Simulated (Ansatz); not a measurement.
Start from CsPbCl₃ in the cubic perovskite structure (space group Pm-3m, No. 221; a = 5.5209 Å).

Modification: an isotropic linear strain of +1.80 %, atoms relaxed at fixed cell.

Computed with LDA in Ansatz (plane waves to 420 eV, PAW, without spin-orbit coupling).

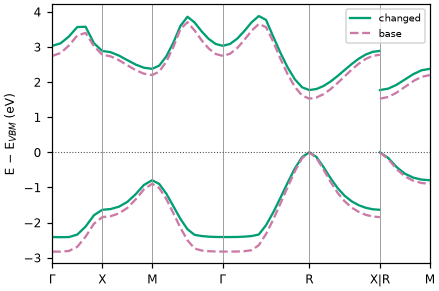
Fig. 1. Highest valence and lowest conduction band along the path, each from its own valence-band maximum

Question: Read the changed gap and its character from the plot.

Answer: About 1.8 eV, direct at R.

With Pb present, leaving out spin-orbit coupling can change the band edges. Whether these cells are dynamically stable was not tested. Many cubic perovskites are stable only at high temperature; tilts and polar distortions were not tested. This is not the structure that CsPbCl3 has at room temperature and ambient pressure.

Ansatz is a first-principles code.
